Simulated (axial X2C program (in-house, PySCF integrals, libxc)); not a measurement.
**SeAs: bond curves with and without spin–orbit coupling**

What are the state, bond length, wavenumber and bond energy of SeAs, and what does spin–orbit coupling change?

The runs use an in-house X2C program for linear molecules on PySCF integrals; all-electron X2C, Se dyall-cv3z, As dyall-cv3z.

All values are calculated.

### 1 The job

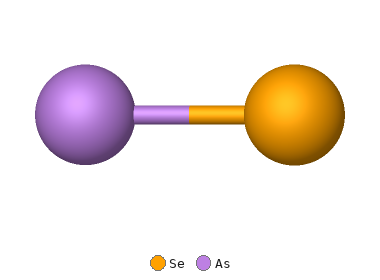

The two atoms at 2.210 Å (selenium orange, arsenic purple).

task.json

```json
{"zs": [34, 33], "q": 0, "bas": ["dyall-cv3z", "dyall-cv3z"], "levels": ["PBE0", "HF", "r2SCAN0"], "cc": true, "r0": 2.21, "thr": -2.0, "nmax": 90, "npts": 10, "nst": 2, "ntry": 6}
```

Keys: zs atomic numbers; q charge; bas basis sets; levels methods (HF also brings MP2); cc coupled cluster on or off; r0 starting distance in Å; thr threshold in hartree for freezing inner shells (an s shell follows its p shell); nmax most natural virtual spinors; npts points asked for on the curve; nst determinants followed; ntry starts of the search.

On the command line:

```bash
> python so2c.py task.json out
```

Spin-free means the one-electron spin-free X2C Hamiltonian; two-component (2c) means X2C with spin–orbit coupling and atomic mean-field two-electron Coulomb and Gaunt terms. Basis: Se dyall-cv3z contracted to [8s9p6d4f1g], As dyall-cv3z contracted to [9s9p6d4f1g]; Gaussian nuclei, density fitting. Masses: Se 79.917 u, As 74.922 u.

Notation: σ, π±, δ± give the projection m of an orbital's angular momentum (0, ±1, ±2), α and β its spin, Λ and M_S the sums; ω is the projection of a spinor's total angular momentum and Ω the sum. Logs are in hartree.

The results follow Hamiltonian by Hamiltonian and level by level.

### 2 State search with PBE0

PBE0 moves the distance from 2.210 Å to 2.143 Å and compares determinants there.

Spin-free determinants:

```json
{"ΔE (eV)": "0.00", "state": "M_S = 1/2, Λ = 1", "open shells": "beyond closed shells: π+α"}
{"ΔE (eV)": "1.99", "state": "M_S = 3/2, Λ = 1", "open shells": "beyond closed shells: 2 × π+α, π+β, 2 × π-α"}
{"ΔE (eV)": "2.82", "state": "M_S = 3/2, Λ = 0", "open shells": "beyond closed shells: σα, π+α, π-α"}
{"ΔE (eV)": "3.01", "state": "M_S = 1/2, Λ = 1", "open shells": "beyond closed shells: π+α, 2 × π+β, 2 × π-α"}
{"ΔE (eV)": "3.01", "state": "M_S = 1/2, Λ = 3", "open shells": "beyond closed shells: 2 × π+α, 2 × π+β, π-α"}
{"ΔE (eV)": "3.37", "state": "M_S = 1/2, Λ = 0", "open shells": "beyond closed shells: σβ, π+α, π-α"}
{"ΔE (eV)": "3.77", "state": "M_S = 1/2, Λ = 0", "open shells": "beyond closed shells: σα"}
```

Two-component determinants:

```csv
ΔE (eV),state,open shells
0.00,Ω = 1/2,excess of +ω over −ω: ω = 1/2
0.21,Ω = 3/2,excess of +ω over −ω: ω = 3/2
2.00,Ω = 5/2,"excess of +ω over −ω: ω = -1/2, 2 × ω = 3/2"
2.20,Ω = 1/2,"excess of +ω over −ω: 2 × ω = -1/2, ω = 3/2"
2.82,Ω = 3/2,excess of +ω over −ω: ω = 3/2
3.01,Ω = 7/2,"excess of +ω over −ω: ω = 1/2, 2 × ω = 3/2"
3.22,Ω = 5/2,"excess of +ω over −ω: 2 × ω = 1/2, ω = 3/2"
```

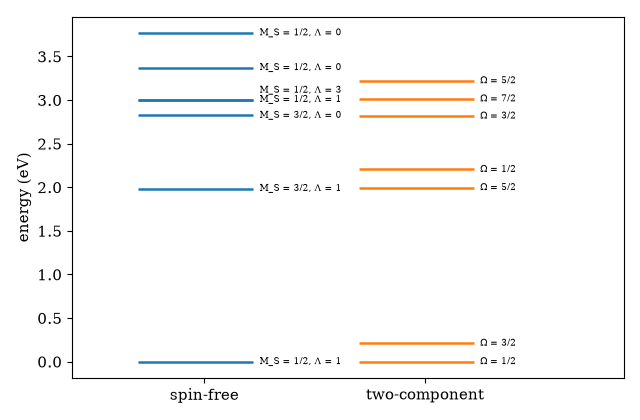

The determinants found, each set from its own lowest.

### 3 PBE0, spin-free

State followed: M_S = 1/2, Λ = 1 (beyond closed shells: π+α). The scan is laid around 2.143 Å, a first estimate of the minimum, and this SCF restarts from the orbitals of the search.

The SCF at the reference distance of 2.143 Å:

```text
spin-free X2C-1e  PBE0
basis functions 205  fitting functions 1178  grid points 5802
iter        total energy     max residual
   1      -4690.253184209     4.85e-05
   2      -4690.253184214     4.25e-05
   3      -4690.253184235     2.51e-05
   4      -4690.253184240     9.38e-06
converged
one-electron -7079.61436397  Coulomb 2284.79688464  exact exchange -42.36638984  xc functional -130.12803213  nuclear repulsion 277.05871706
```

Along the bond, energies from the lowest point:

```
R (Å)  E (eV)  μ (D)  HOMO (eV)  LUMO (eV)  iterations
1.864  1.3864   0.12      -4.90      -3.08          26
1.950  0.5691   0.35      -5.13      -3.31          22
2.014  0.2217   0.52      -5.29      -3.47          20
2.079  0.0453   0.70      -5.45      -3.63          16
2.143  0.0000   0.87      -5.60      -3.79           4
2.218  0.0707   1.07      -5.77      -3.96          19
2.293  0.2353   1.26      -5.91      -4.12          18
2.389  0.5254   1.43      -6.06      -4.24          19
2.507  0.9150   1.53      -6.17      -4.28          17
2.679  1.4648   1.65      -6.28      -4.24          17
```

Dipoles are positive if As is the positive end.

Outer orbitals at the reference distance:

| symmetry | occupied | ε (eV) | atomic character |
| --- | --- | --- | --- |
| σα | yes | -20.78 | 57% Se s, 27% As s, 8% As p |
| σβ | yes | -20.50 | 60% Se s, 23% As s, 9% As p |
| σα | yes | -15.79 | 51% As s, 23% Se s, 15% Se p |
| σβ | yes | -15.00 | 53% As s, 21% Se s, 18% Se p |
| σα | yes | -9.11 | 46% Se p, 41% As p, 8% As s |
| σβ | yes | -8.84 | 44% Se p, 41% As p, 10% As s |
| π+α | yes | -8.74 | 56% Se p, 40% As p |
| π-α | yes | -8.32 | 57% Se p, 38% As p, 2% As d |
| π-β | yes | -8.01 | 66% Se p, 29% As p, 3% As d |
| π+β | yes | -8.01 | 66% Se p, 29% As p, 3% As d |
| π+α | yes | -5.60 | 54% As p, 37% Se p, 4% As d |
| π-α | no | -3.79 | 56% As p, 36% Se p, 4% Se d |
| π+β | no | -3.07 | 65% As p, 27% Se p, 5% Se d |
| π-β | no | -3.07 | 65% As p, 27% Se p, 5% Se d |
| σα | no | -0.10 | 39% As p, 22% Se p, 17% As d |

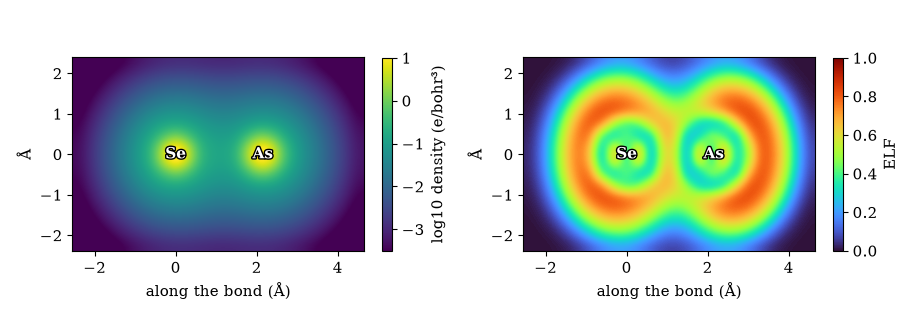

PBE0 fields in a plane through the axis, from a grid of 0.3 Å; Se lies at z = 0 and As at z = 2.143 Å; the ELF is damped to zero where the density is low.

Re = 2.137 Å, ωe = 416 cm⁻¹, ωexe = 1.21 cm⁻¹, Be = 0.09546 cm⁻¹, De = 3.40 eV, μ = 0.86 D.

### 4 HF, spin-free

Output at 2.143 Å:

```text
spin-free X2C-1e  HF
basis functions 205  fitting functions 1178  grid points 5802
iter        total energy     max residual
   1      -4687.224321635     2.62e-01
   2      -4687.258121166     1.06e-02
   3      -4687.259536638     1.14e-02
   4      -4687.260151498     5.91e-03
   5      -4687.260790797     7.36e-03
   6      -4687.262569564     2.28e-02
   7      -4687.264038471     2.17e-02
   8      -4687.266520459     7.28e-03
   9      -4687.267137739     5.06e-03
  10      -4687.267478976     1.95e-03
  11      -4687.267639551     7.09e-04
  12      -4687.267655312     4.80e-04
  13      -4687.267660191     1.29e-04
  14      -4687.267660331     5.24e-05
  15      -4687.267660358     1.45e-05
  16      -4687.267660362     3.55e-06
  17      -4687.267660362     1.41e-06
converged
one-electron -7079.62847578  Coulomb 2284.98788669  exact exchange -169.68578833  xc functional 0.00000000  nuclear repulsion 277.05871706
```

Re = 2.240 Å, ωe = 287.6 cm⁻¹, ωexe = 0.766 cm⁻¹, Be = 0.08689 cm⁻¹, De = 0.938 eV, μ = 0.89 D. ⟨S²⟩ = 1.40 against 0.75 for a pure state, so this determinant mixes spins.

### 5 r2SCAN0, spin-free

Output at 2.143 Å:

```text
spin-free X2C-1e  r2SCAN0
basis functions 205  fitting functions 1178  grid points 5802
iter        total energy     max residual
   1      -4690.705479873     9.68e-02
   2      -4690.707575885     2.73e-03
   3      -4690.707647848     1.92e-03
   4      -4690.707659188     1.80e-03
   5      -4690.707688847     5.76e-04
   6      -4690.707697838     4.29e-04
   7      -4690.707703738     2.16e-04
   8      -4690.707704277     1.10e-04
   9      -4690.707704412     2.24e-05
  10      -4690.707704419     8.68e-06
converged
one-electron -7080.01295872  Coulomb 2285.23889181  exact exchange -42.37985694  xc functional -130.61249763  nuclear repulsion 277.05871706
```

Re = 2.126 Å, ωe = 422 cm⁻¹, Be = 0.09645 cm⁻¹, De = 3.15 eV, μ = 0.88 D.

### 6 Correlated methods, spin-free

Correlated methods: 11 electrons correlated (frozen shells, counted by type: Se 3 s, 2 p, 1 d; As 3 s, 2 p, 1 d), 247 virtual spinors in MP2, 90 natural virtuals in coupled cluster.

Output of the correlated part at 2.143 Å:

```text
correlated 11  virtual 247  natural virtual 90  E(MP2) -0.238391353  MP2 remainder -0.007740371
iter   CCSD correlation   residual
   1     -0.248556551   1.36e-01
   2     -0.257942082   7.50e-02
   3     -0.262623041   5.25e-02
   4     -0.267226374   3.62e-02
   5     -0.268107985   1.28e-02
   6     -0.268601768   5.40e-03
   7     -0.268719140   2.04e-03
   8     -0.268683399   9.74e-04
   9     -0.268696884   4.98e-04
  10     -0.268686380   2.40e-04
  11     -0.268688879   9.84e-05
  12     -0.268689609   3.91e-05
  13     -0.268689530   1.77e-05
  14     -0.268689823   7.82e-06
  15     -0.268689954   3.25e-06
  16     -0.268690106   1.79e-06
  17     -0.268690206   9.46e-07
  18     -0.268690239   4.55e-07
  19     -0.268690256   2.28e-07
(T) -0.015978161  T1 0.1053  D1 0.2609  max T2 0.126
```

T1 in the output is the amplitude norm over the root of the electron number; divide by √2 for the Lee–Taylor value.

MP2: No constants are quoted: the reference is strongly spin-contaminated.

CCSD: Re = 2.140 Å, ωe = 401 cm⁻¹, ωexe = 1.62 cm⁻¹, Be = 0.09519 cm⁻¹, De = 2.72 eV. T1 at Re = 0.074 (Lee–Taylor, the printed value over √2).

CCSD(T): Re = 2.143 Å, ωe = 410 cm⁻¹, ωexe = 1.2 cm⁻¹, Be = 0.09493 cm⁻¹, De = 2.99 eV. T1 at Re = 0.074 (Lee–Taylor, the printed value over √2).

### 7 A higher determinant, spin-free

State: M_S = 3/2, Λ = 1 (beyond closed shells: 2 × π+α, π+β, 2 × π-α).

Output at the reference distance:

```text
spin-free X2C-1e  PBE0
basis functions 205  fitting functions 1178  grid points 5802
iter        total energy     max residual
   1      -4690.180206274     6.70e-05
   2      -4690.180206287     3.40e-05
   3      -4690.180206292     5.20e-06
converged
one-electron -7079.53808277  Coulomb 2284.85939828  exact exchange -42.39350216  xc functional -130.16673670  nuclear repulsion 277.05871706
```

```
R (Å)  E above the lowest PBE0 point (eV)
1.864                               4.954
1.950                               3.602
2.014                               2.882
2.079                               2.357
2.143                               1.986
2.218                               1.706
2.293                               1.553
2.389                               1.493
2.507                               1.565
```

No constants are quoted: too few points lie around the minimum for a second fit to confirm the first.

### 8 The spin-free curves together

Energy (eV) of the followed determinant, spin-free, from each level's lowest point:

```
R (Å)   PBE0     HF  MP2 (spin-contaminated)   CCSD  CCSD(T)  r2SCAN0
1.864  1.386  1.571                    1.067    n/a      n/a    1.301
1.950  0.569  0.761                    0.227  0.596    0.625    0.511
2.014  0.222  0.408                    0.006  0.229    0.246    0.184
2.079  0.045  0.187                    0.000  0.048    0.055    0.027
2.143  0.000  0.060                    0.051  0.000    0.000    0.000
2.218  0.071  0.000                    0.150  0.060    0.060    0.088
2.293  0.235  0.013                    0.279  0.202    0.209    0.260
2.389  0.525  0.105                    0.479  0.445    0.475    0.543
2.507  0.915  0.289                    0.767    n/a      n/a    0.920
2.679  1.465  0.577                    1.281    n/a      n/a    1.463
```

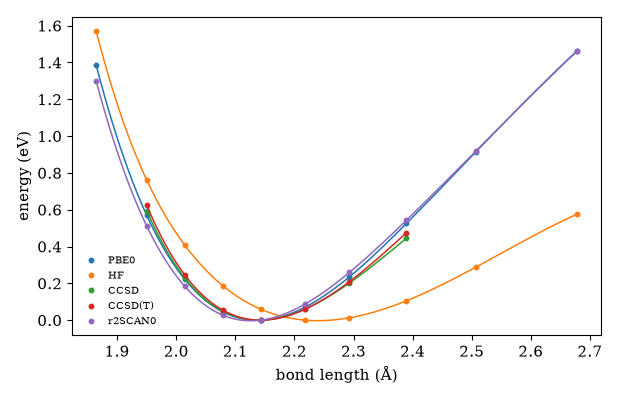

Curves of the followed state, spin-free, each from its own lowest point. Left out: MP2.

### 9 PBE0, 2c

State followed: Ω = 1/2 (excess of +ω over −ω: ω = 1/2). The scan is laid around 2.143 Å, a first estimate of the minimum, and this SCF restarts from the orbitals of the search.

Output at 2.143 Å:

```text
two-component X2C + atomic mean field  PBE0
basis functions 205  fitting functions 1178  grid points 5802
iter        total energy     max residual
   1      -4688.692582021     4.21e-05
   2      -4688.692582055     2.93e-05
   3      -4688.692582083     4.23e-05
   4      -4688.692582083     4.54e-05
   5      -4688.692582098     4.41e-06
   6      -4688.692582098     2.73e-06
converged
one-electron -7075.63580810  Coulomb 2284.01157394  exact exchange -42.34983495  xc functional -130.07701132  nuclear repulsion 277.05871706  atomic mean-field constant -1.70021873
```

Along the bond, energies from the lowest point:

```
R (Å)  E (eV)  μ (D)  HOMO (eV)  LUMO (eV)  iterations
1.864  1.4021   0.12      -4.98      -2.96          26
1.950  0.5795   0.34      -5.21      -3.19          22
2.014  0.2284   0.52      -5.38      -3.35          20
2.079  0.0486   0.69      -5.54      -3.51          18
2.143  0.0000   0.86      -5.69      -3.67           6
2.218  0.0669   1.06      -5.85      -3.84          19
2.293  0.2275   1.24      -6.00      -3.99          18
2.389  0.5128   1.41      -6.15      -4.11          19
2.507  0.8993   1.50      -6.26      -4.15          18
2.679  1.4471   1.62      -6.37      -4.12          18
```

Dipoles are positive if As is the positive end.

Outer spinors at the reference distance:

| ω | occupied | ε (eV) | atomic character | λ mixture |
| --- | --- | --- | --- | --- |
| -1/2 | yes | -20.76 | 57% Se s, 27% As s, 8% As p | 100% σ |
| 1/2 | yes | -20.48 | 60% Se s, 23% As s, 9% As p | 100% σ |
| -1/2 | yes | -15.77 | 51% As s, 23% Se s, 15% Se p | 100% σ |
| 1/2 | yes | -14.98 | 53% As s, 21% Se s, 18% Se p | 100% σ |
| -1/2 | yes | -9.10 | 46% Se p, 41% As p, 8% As s | 99% σ, 1% π |
| 1/2 | yes | -8.88 | 53% Se p, 37% As p, 5% As s | 52% π, 48% σ |
| 1/2 | yes | -8.79 | 48% Se p, 43% As p, 5% As s | 51% σ, 49% π |
| -3/2 | yes | -8.20 | 57% Se p, 39% As p, 2% As d | 100% π |
| -1/2 | yes | -8.10 | 67% Se p, 28% As p, 3% As d | 100% π |
| 3/2 | yes | -7.89 | 66% Se p, 29% As p, 3% As d | 100% π |
| 1/2 | yes | -5.69 | 55% As p, 37% Se p, 4% As d | 100% π |
| -3/2 | no | -3.67 | 55% As p, 36% Se p, 4% As d | 100% π |
| -1/2 | no | -3.14 | 66% As p, 26% Se p, 5% Se d | 100% π |
| 3/2 | no | -2.95 | 65% As p, 27% Se p, 5% Se d | 100% π |
| -1/2 | no | -0.09 | 39% As p, 22% Se p, 17% As d | 100% σ |

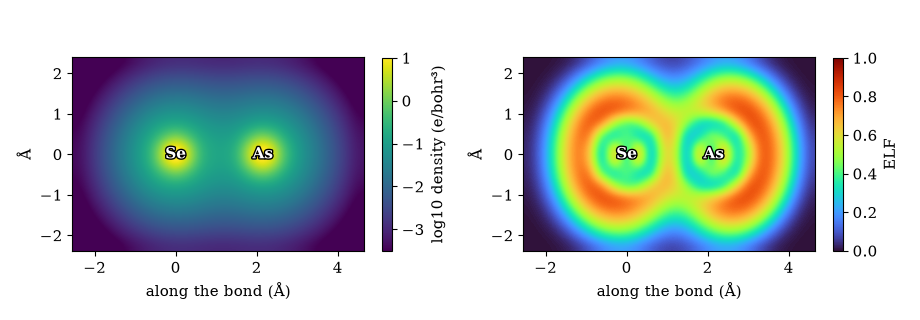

PBE0 fields in a plane through the axis, from a grid of 0.3 Å; Se lies at z = 0 and As at z = 2.143 Å; the ELF is damped to zero where the density is low.

Re = 2.139 Å, ωe = 414 cm⁻¹, ωexe = 1.23 cm⁻¹, Be = 0.09527 cm⁻¹, De = 3.44 eV, μ = 0.85 D.

### 10 HF, 2c

Output at 2.143 Å:

```text
two-component X2C + atomic mean field  HF
basis functions 205  fitting functions 1178  grid points 5802
iter        total energy     max residual
   1      -4685.665075634     2.62e-01
   2      -4685.698843839     1.06e-02
   3      -4685.700308191     1.14e-02
   4      -4685.700975489     6.36e-03
   5      -4685.701779512     8.12e-03
   6      -4685.703569759     2.36e-02
   7      -4685.705088112     1.87e-02
   8      -4685.706643082     6.78e-03
   9      -4685.707050226     1.20e-02
  10      -4685.708072161     2.37e-03
  11      -4685.708206835     9.62e-04
  12      -4685.708223319     6.00e-04
  13      -4685.708229688     1.62e-04
  14      -4685.708230235     8.44e-05
  15      -4685.708230356     4.73e-05
  16      -4685.708230409     2.57e-05
  17      -4685.708230419     7.94e-06
  18      -4685.708230421     3.39e-06
  19      -4685.708230421     1.34e-06
converged
one-electron -7075.64365309  Coulomb 2284.19479742  exact exchange -169.61787307  xc functional 0.00000000  nuclear repulsion 277.05871706  atomic mean-field constant -1.70021873
```

Re = 2.240 Å, ωe = 288.1 cm⁻¹, ωexe = 0.769 cm⁻¹, Be = 0.08686 cm⁻¹, De = 0.984 eV, μ = 0.88 D.

### 11 r2SCAN0, 2c

Output at 2.143 Å:

```text
two-component X2C + atomic mean field  r2SCAN0
basis functions 205  fitting functions 1178  grid points 5802
iter        total energy     max residual
   1      -4689.143963221     9.68e-02
   2      -4689.146066956     2.70e-03
   3      -4689.146139353     1.92e-03
   4      -4689.146152277     1.78e-03
   5      -4689.146181999     5.99e-04
   6      -4689.146191217     4.28e-04
   7      -4689.146196770     2.06e-04
   8      -4689.146197256     1.07e-04
   9      -4689.146197382     2.10e-05
  10      -4689.146197388     8.14e-06
converged
one-electron -7076.03180930  Coulomb 2284.45092831  exact exchange -42.36329051  xc functional -130.56052421  nuclear repulsion 277.05871706  atomic mean-field constant -1.70021873
```

Re = 2.128 Å, ωe = 419 cm⁻¹, Be = 0.09626 cm⁻¹, De = 3.23 eV, μ = 0.88 D.

### 12 Correlated methods, 2c

Correlated methods: 11 electrons correlated (frozen shells, counted by type: Se 3 s, 2 p, 1 d; As 3 s, 2 p, 1 d), 247 virtual spinors in MP2, 90 natural virtuals in coupled cluster.

Output of the correlated part at 2.143 Å:

```text
correlated 11  virtual 247  natural virtual 90  E(MP2) -0.238299770  MP2 remainder -0.007747118
iter   CCSD correlation   residual
   1     -0.248438325   1.35e-01
   2     -0.257780162   7.42e-02
   3     -0.262365197   5.16e-02
   4     -0.266773472   3.54e-02
   5     -0.267621525   1.23e-02
   6     -0.268068558   5.05e-03
   7     -0.268177458   1.82e-03
   8     -0.268146335   8.46e-04
   9     -0.268157844   4.31e-04
  10     -0.268149718   2.12e-04
  11     -0.268151754   8.66e-05
  12     -0.268152342   3.34e-05
  13     -0.268152229   1.47e-05
  14     -0.268152458   6.51e-06
  15     -0.268152561   2.72e-06
  16     -0.268152684   1.50e-06
  17     -0.268152765   7.80e-07
  18     -0.268152792   3.70e-07
  19     -0.268152805   1.82e-07
(T) -0.015816599  T1 0.1031  D1 0.2544  max T2 0.125
```

MP2: No constants are quoted: the reference is strongly spin-contaminated.

CCSD: Re = 2.143 Å, ωe = 400 cm⁻¹, ωexe = 1.65 cm⁻¹, Be = 0.09497 cm⁻¹, De = 2.71 eV. T1 at Re = 0.073 (Lee–Taylor, the printed value over √2).

CCSD(T): Re = 2.145 Å, ωe = 408 cm⁻¹, ωexe = 1.26 cm⁻¹, Be = 0.09474 cm⁻¹, De = 2.96 eV. T1 at Re = 0.073 (Lee–Taylor, the printed value over √2).

### 13 A higher determinant, 2c

State: Ω = 3/2 (excess of +ω over −ω: ω = 3/2).

Output at the reference distance:

```text
two-component X2C + atomic mean field  PBE0
basis functions 205  fitting functions 1178  grid points 5802
iter        total energy     max residual
   1      -4688.684843037     6.00e-05
   2      -4688.684843054     2.08e-05
   3      -4688.684843073     7.67e-05
   4      -4688.684843078     6.75e-05
   5      -4688.684843079     3.62e-06
converged
one-electron -7075.50459941  Coulomb 2283.88466650  exact exchange -42.34887526  xc functional -130.07453323  nuclear repulsion 277.05871706  atomic mean-field constant -1.70021873
```

```
R (Å)  E above the lowest PBE0 point (eV)
1.864                               1.604
1.950                               0.784
2.014                               0.435
2.079                               0.257
2.143                               0.211
2.218                               0.280
2.293                               0.443
2.389                               0.734
2.507                               1.124
```

Re = 2.138 Å, ωe = 416 cm⁻¹, ωexe = 1.15 cm⁻¹, Be = 0.09538 cm⁻¹, μ = 0.85 D. Te = 0.21 eV.

### 14 The 2c curves together

Energy (eV) of the followed determinant, 2c, from each level's lowest point:

```
R (Å)   PBE0     HF  MP2 (spin-contaminated)   CCSD  CCSD(T)  r2SCAN0
1.864  1.402  1.590                    1.094    n/a      n/a    1.317
1.950  0.580  0.772                    0.253  0.608    0.636    0.522
2.014  0.228  0.413                    0.020  0.238    0.253    0.191
2.079  0.049  0.189                    0.000  0.052    0.059    0.031
2.143  0.000  0.060                    0.046  0.000    0.000    0.000
2.218  0.067  0.000                    0.142  0.056    0.056    0.084
2.293  0.228  0.013                    0.271  0.194    0.202    0.252
2.389  0.513  0.105                    0.471  0.435    0.464    0.531
2.507  0.899  0.288                    0.760    n/a      n/a    0.906
2.679  1.447  0.574                    1.274    n/a      n/a    1.448
```

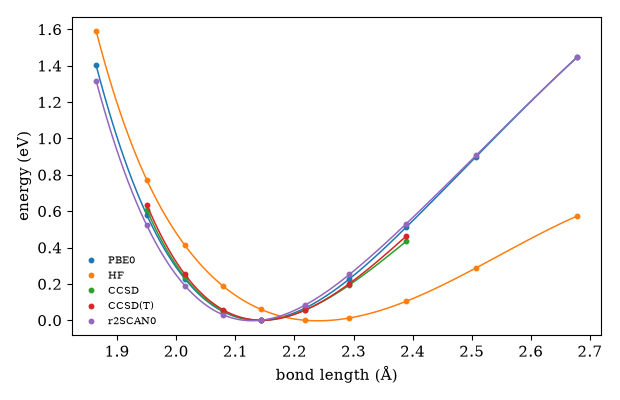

Curves of the followed state, 2c, each from its own lowest point. Left out: MP2.

The whole job took 3.9 min on 1 thread of Arm Neoverse V1, shared host; peak memory 0.73 GiB.

### 15 Constants

Lowest determinant that the search found at its distance, spin-free: M_S = 1/2, Λ = 1 (beyond closed shells: π+α).

Lowest determinant that the search found at its distance, 2c: Ω = 1/2 (excess of +ω over −ω: ω = 1/2).

| Hamiltonian | level | Re (Å) | ωe (cm⁻¹) | De (eV) | μ (D) |
| --- | --- | --- | --- | --- | --- |
| spin-free | PBE0 | 2.137 | 416 | 3.40 | 0.86 |
| spin-free | HF | 2.240 | 287.6 | 0.938 | 0.89 |
| spin-free | CCSD | 2.140 | 401 | 2.72 | n/a |
| spin-free | CCSD(T) | 2.143 | 410 | 2.99 | n/a |
| spin-free | r2SCAN0 | 2.126 | 422 | 3.15 | 0.88 |
| 2c | PBE0 | 2.139 | 414 | 3.44 | 0.85 |
| 2c | HF | 2.240 | 288.1 | 0.984 | 0.88 |
| 2c | CCSD | 2.143 | 400 | 2.71 | n/a |
| 2c | CCSD(T) | 2.145 | 408 | 2.96 | n/a |
| 2c | r2SCAN0 | 2.128 | 419 | 3.23 | 0.88 |

Dipoles are positive if As is the positive end. No constants: spin-free MP2 (the reference is strongly spin-contaminated); 2c MP2 (the reference is strongly spin-contaminated). Spin-free ⟨S²⟩ is off its pure value at HF 1.40.

Time per point (s) on 1 thread of Arm Neoverse V1, shared host (2c runs; CCSD comes with the CCSD(T) run); the times are rough: PBE0 1.6, HF 1.2, CCSD(T) 6.8, r2SCAN0 2.2.

**Reading.** At CCSD(T), going from spin-free to two-component changes Re by +2 mÅ, ωe by -0.4 %, which is small (part of it comes from the scalar share of the two-electron terms). De moves by -0.03 eV; both De rest on single-determinant atoms, which can miss part of an open shell's spin–orbit lowering.

De refers to Se + As, each in the lowest determinant found, which need not be this curve's own limit. The state is a single determinant with fixed occupations, the lowest that a limited PBE0 search found. Dissociation energies refer to the lowest single-determinant-based atoms at the same level and basis. Density functionals use the spin component along the axis (collinear). Coupled cluster ran in a truncated set of natural virtual spinors; the MP2 energy of the rest was added. The meta-GGAs lack a current-density term, which matters for open shells with orbital currents, atoms included. The spin-free determinant is spin-contaminated at some levels. T1 at Re is 0.074 (Lee–Taylor), above the customary mark of 0.02.
